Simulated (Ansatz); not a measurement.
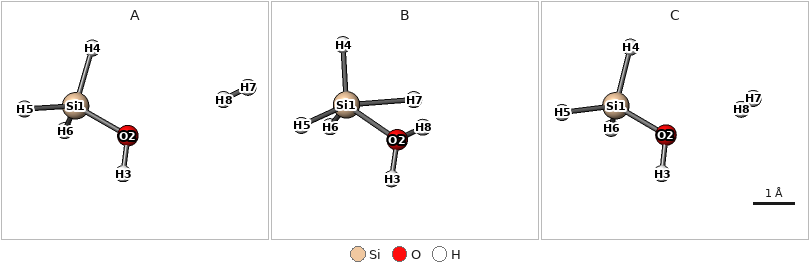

3 geometries from a converged minimum-energy path of SiH$_{6}$O, made up at the start of SiH₄O and H$_{2}$, shuffled. The picture is a ball-and-stick view, seen at a tilt.

Level of theory: Ansatz 0.2.0, RKS PBE/def2-mTZVP. Set-up: 5 movable images; climbing image; force threshold 0.05 eV/Å; iteration limit 60; starting path through a guess of the saddle point.

**One of them is the converged climbing image. Which?**

B. In order along the path, whose images run from 0 to 6: A (image 1, +0.1 kcal/mol), C (image 2, +0.4 kcal/mol), B (image 4, +48.1 kcal/mol). Breaking: H7–H8 (0.75 → 1.15 at the top → 2.96 Å), Si1–O2 (1.68 → 1.91 at the top → 3.21 Å). Forming: O2–H8 (2.65 → 1.15 at the top → 0.98 Å), Si1–H7 (4.65 → 1.79 at the top → 1.50 Å).

Limits of the set-up: the start holds two separate molecules, 2.7 Å apart at their closest, whose relative position is a soft coordinate and is computed without a dispersion correction.
